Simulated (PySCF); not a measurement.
# UCISD/STO-3G run of CH2F (SMILES [CH2]F)

Aim: the energy change on altering one bond length of CH2F at UCISD/STO-3G, from 2 runs. The job is set up through a Python script.

The results are computed with PySCF 2.14.0.

11 further runs of the same task are left out: 3 that didn't finish, 8 set aside as unsound or not needed.

## (1) Starting point

CH2F: 4 atoms, total charge 0, spin state doublet. SMILES: `[CH2]F`. Geometry: relaxed at PBE0-D4/def2-TZVP.

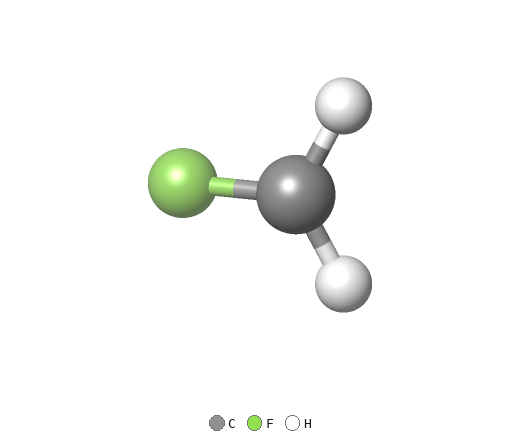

The structure, seen from a chosen angle (carbon grey, fluorine green, hydrogen white).

## (2) A single-point energy at UCISD/STO-3G

mol.xyz

```xyz
4

C     -0.030100    -0.057600    -0.131100
F      0.950000     0.694000     0.364600
H     -0.946900     0.472300    -0.352500
H      0.027000    -1.108700     0.119000
```

calc.py

```python
from pyscf import gto, ci

mol = gto.M(
    atom='mol.xyz',
    verbose=3,
    basis='sto-3g',
    max_memory=1860,
    spin=1,
)

calc0 = mol.UHF()
calc0.conv_tol = 1e-10
calc0.kernel()
if not calc0.converged:
    calc0 = calc0.newton().run(calc0.mo_coeff, calc0.mo_occ)

cisd = ci.CISD(calc0, frozen=2)
cisd.kernel()
e_tot = cisd.e_tot
print('E = %.10f Eh' % e_tot)
```

Run with:

```console
$ OMP_NUM_THREADS=1 python calc.py
```

The log of the run:

```text
converged SCF energy = -136.53333686969  <S^2> = 0.76084555  2S+1 = 2.0108163
E(UCISD) = -136.6087957323841  E_corr = -0.07545886269431409
E = -136.6087957324 Eh
```

It took 0.81 s on 1 thread of Arm Neoverse V1, shared host; peak memory 0.12 GiB.

## (3) The distorted shape, same level

run.py

```python
from pyscf import gto, scf, ci

mol = gto.M(
    atom=[
    ('C', (-0.041518, 0.152578, -0.181110)),
    ('F', (0.938582, 0.904178, 0.314590)),
    ('H', (-0.958318, 0.682478, -0.402510)),
    ('H', (0.027000, -1.108700, 0.119000)),
],
    basis='sto-3g',
    max_memory=1860,
    charge=0,
    spin=1,
    verbose=3,
)

mf = scf.UHF(mol)
mf.conv_tol = 1e-10
mf.kernel()
if not mf.converged:
    mf = mf.newton().run(mf.mo_coeff, mf.mo_occ)

cisd = ci.CISD(mf, frozen=2)
cisd.kernel()
energy = cisd.e_tot
print('Final energy', energy)
```

Run with:

```console
$ OMP_NUM_THREADS=1 python run.py
```

The log of the run:

```text
converged SCF energy = -136.506276984603  <S^2> = 0.76818442  2S+1 = 2.0181025
E(UCISD) = -136.5902623219698  E_corr = -0.08398533736690063
Final energy -136.5902623219698
```

Wall time 0.66 s (1 thread of Arm Neoverse V1, shared host); peak memory 0.1 GiB.

## (4) Outcome

Level: UCISD/STO-3G, 2 core orbitals frozen.

| quantity | value |
| --- | --- |
| first shape: total energy | -136.60880 Eh |
| first shape: dipole moment (Hartree–Fock density) | 0.91 D |
| first shape: HOMO energy (Hartree–Fock orbitals) (highest over α and β) | -8.43 eV |
| first shape: LUMO energy (Hartree–Fock orbitals) (lowest over α and β) | 8.72 eV |
| first shape: correlation energy (2 core orbitals frozen) | -75.5 mEh |
| first shape: ⟨S²⟩ of the reference determinant | 0.761 |
| distorted shape: total energy | -136.59026 Eh |
| distorted shape: dipole moment (Hartree–Fock density) | 0.90 D |
| distorted shape: HOMO energy (Hartree–Fock orbitals) (highest over α and β) | -8.30 eV |
| distorted shape: LUMO energy (Hartree–Fock orbitals) (lowest over α and β) | 8.89 eV |
| distorted shape: correlation energy (2 core orbitals frozen) | -84.0 mEh |
| distorted shape: ⟨S²⟩ of the reference determinant | 0.768 |
| energy change with the C1–H4 bond stretched from 1.082 to 1.298 Å | 0.504 eV |

**Reading.** With the C1–H4 bond stretched from 1.082 to 1.298 Å the energy rises by 0.50 eV (11.6 kcal/mol). The first shape isn't relaxed at this level, so the change isn't measured from a minimum. The minimal basis adds a large error of its own. Mulliken charges (first shape) of the mean-field density run from -0.14 on F2 to +0.06 on H3.
